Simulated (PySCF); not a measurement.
CCl$_{2}$ (SMILES Cl[C]Cl)

```yaml
atoms:
  - { symbol: Cl, position_ang: [-1.4046, -0.4183, -0.0402] }
  - { symbol: C, position_ang: [-0.0294, 0.5945, -0.0606] }
  - { symbol: Cl, position_ang: [1.3838, -0.3648, -0.0618] }
```

Geometry: PBE0-D3(BJ)/def2-TZVP.

The calculation used PBE0/aug-cc-pVTZ, SCF density, gas phase (PySCF).

What can the converged electron density and electron localisation function tell about the bonding?

Answer. C–Cl (1.71 Å): ρ at the midpoint is about 1.5 e/Å³; the ELF peaks at about 0.85 between the atoms: a covalent bond.

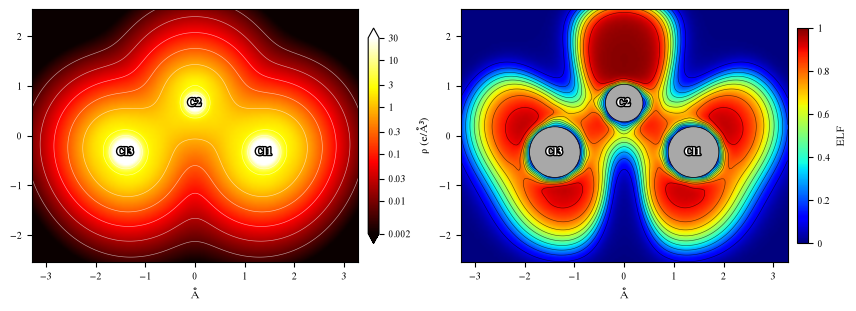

Computed electron density and electron localisation function on the molecular plane, in this order. Grey discs cover the atomic cores in the ELF map. 
